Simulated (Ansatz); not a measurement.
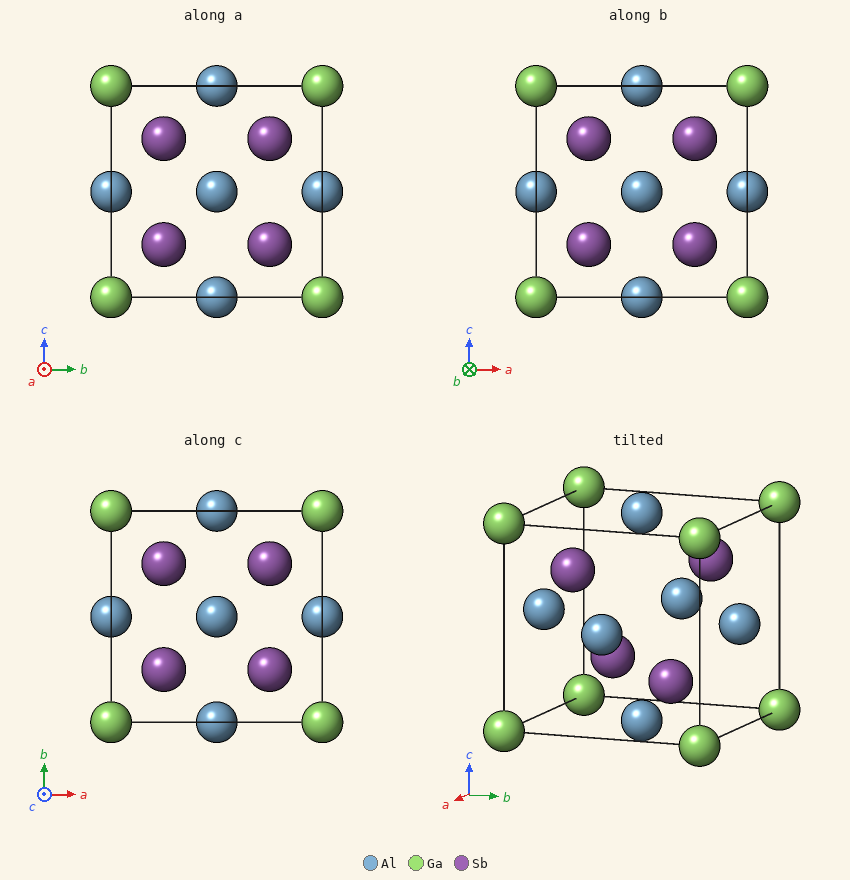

The image is a spheres-only drawing of a crystal, viewed along the a axis, along the b axis, along the c axis and slightly off an axis. The lines enclose the conventional unit cell; boundary atoms appear with their images.

Lattice parameters: a = 6.1466 Å, b = 6.1466 Å, c = 6.1466 Å, α = 90.000°, β = 90.000°, γ = 90.000°.

> Write down what is shown as a CIF with its space group and independent sites.

```cif
data_structure
_symmetry_space_group_name_H-M 'P -4 3 m'
_symmetry_Int_Tables_number 215
_cell_length_a 6.1466
_cell_length_b 6.1466
_cell_length_c 6.1466
_cell_angle_alpha 90.000
_cell_angle_beta 90.000
_cell_angle_gamma 90.000
_cell_volume 232.23
loop_
_atom_site_label
_atom_site_type_symbol
_atom_site_symmetry_multiplicity
_atom_site_Wyckoff_symbol
_atom_site_fract_x
_atom_site_fract_y
_atom_site_fract_z
_atom_site_occupancy
Al1 Al 3 c 0.5000 0.5000 0.0000 1
Ga1 Ga 1 a 0.0000 0.0000 0.0000 1
Sb1 Sb 4 e 0.7506 0.7506 0.2494 1
```

Its origin is a structure type filled with these elements by a generator (whether the compound takes this form wasn't checked). Relaxation method: DFT PBEsol, scalar-relativistic, plane waves, PAW in Ansatz 0.2.0.
